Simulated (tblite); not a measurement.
## Relaxed scan of CH5ClGeP (charge −1)

- system: CH5ClGeP, charge −1
- method: GFN2-xTB relaxed scan under a harmonic restraint, gas phase (tblite 0.8.0)

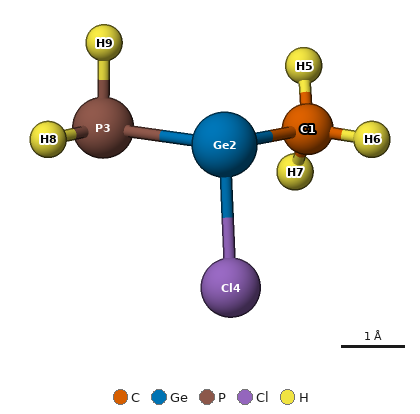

The structure as given in the input (ball-and-stick view, seen at a tilt; atoms are numbered from 1 in the order of the input). Sticks mark near contacts. Bond lengths as drawn: Cl–Ge 2.29 Å, C–Ge 2.07 Å, C–H 1.09 Å, Ge–P 2.44 Å and H–P 1.38 Å.

## The input
```
{"job": {"xc": "GFN2-xTB", "basis": "xTB", "coordinate": [["t", [3, 0, 2, 1], 0.3333333333333333], ["t", [0, 2, 3, 1], 0.3333333333333333], ["t", [2, 3, 0, 1], 0.3333333333333333]], "kind": "drive"}, "charge": -1, "multiplicity": 1}
C     -1.434849    -0.271511     0.008803
Ge     0.211421     0.477614     1.009254
P      1.768676    -0.294132    -0.701653
Cl    -0.059758     2.626524     0.254040
H     -1.390993    -1.362137    -0.022576
H     -2.364262     0.006823     0.510896
H     -1.487727     0.089294    -1.016295
H      2.859546     0.228406    -0.035282
H      1.911508    -1.494888    -0.032367
```

The first line tells a small driver script what to run in tblite; the rest is the geometry in Å.

Launch command:
```bash
OMP_NUM_THREADS=1 python <driver script> task.json out
```

## The program's output
```
point  coordinate     E/eV
  0     41.900     -380.30180
  1     30.200     -379.88790
  2     12.700     -379.56582
  3   -196.000     -371.48718
  4    -55.100     -371.13706
  5    -25.900     -374.25342
  6    -44.900     -375.16318
  7    -50.600     -375.74240
```

## Summary

```json
{"quantity": "outcome", "value": "converged"}
{"quantity": "hardware", "value": "1 CPU thread, shared host"}
{"quantity": "wall time", "value": "4.9 s"}
{"quantity": "peak memory", "value": "0.19 GiB"}
```
